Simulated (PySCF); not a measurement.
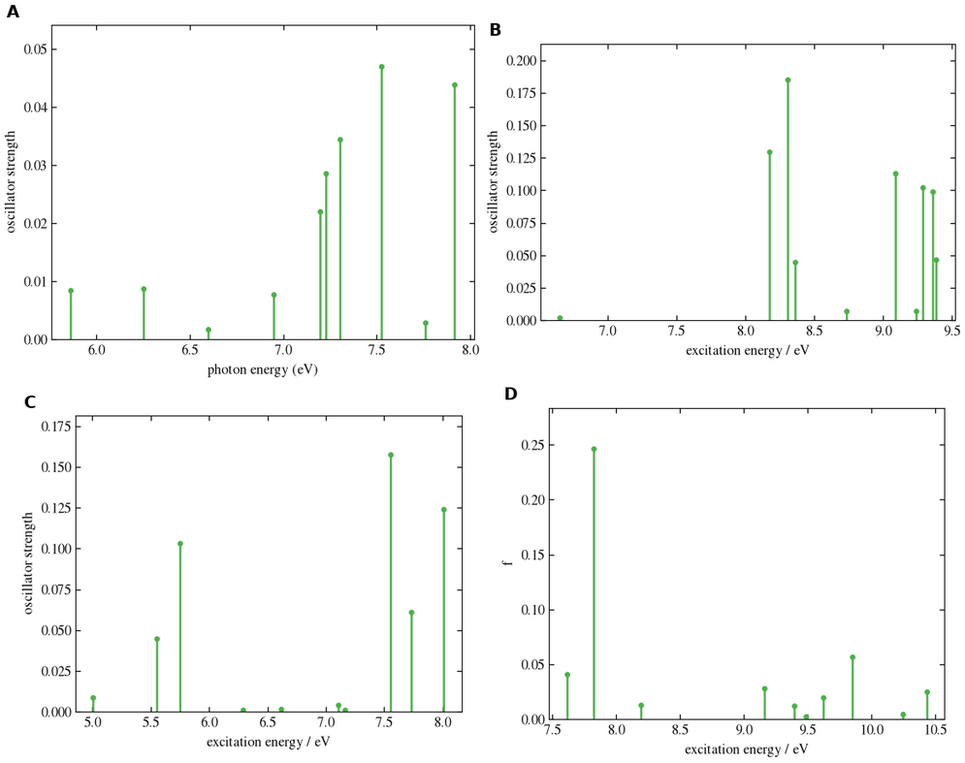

Vertical TDDFT excitations, BHandHLYP/def2-SVPD with PySCF, at a PBE0-D3(BJ)/def2-SVP geometry (no frequency check), gas phase. Each panel shows the lowest singlet states that were computed.

**Assign the panels.**
1. C₄H₈AlN, SMILES C1#[N+][AlH2-][CH2]CC1, singlet
2. C₄HF₅, SMILES FC1=C(F)C(F)(F)[C@@H]1F
3. C₂H₈B₂O₂, SMILES CBOBOC
4. C₃H₂BBrF₂, SMILES FB(F)C1=C[C@H]1Br

A: 1 (S1 at 5.86 eV, brightest at 7.52 eV)
B: 3 (S1 at 6.65 eV, brightest at 8.31 eV)
C: 4 (S1 at 5.01 eV, brightest at 7.55 eV)
D: 2 (S1 at 7.61 eV, brightest at 7.82 eV)

Caveats, for all or some of the runs: core orbitals are frozen in the response; one conformer of a flexible molecule; spin-orbit coupling is left out, and with Br it can shift these levels and split any degenerate set; states above the negative HOMO energy depend on the basis.
